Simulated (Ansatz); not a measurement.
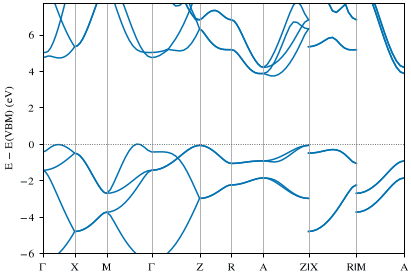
Figure. Band structure from PBE (plane waves, PAW; program Ansatz)

The gap is 3.72 eV; an edge lies off the plotted path or next to a special point (maximum off the standard path, minimum on the A–Z line, 21 % of the way from A).

The material is MgH2 (rutile, P4_2/mnm).

The PBE relaxation kept the symmetry of its start; phonons on a q-mesh show no instability.

Potentials: the later of the program's two PAW sets.
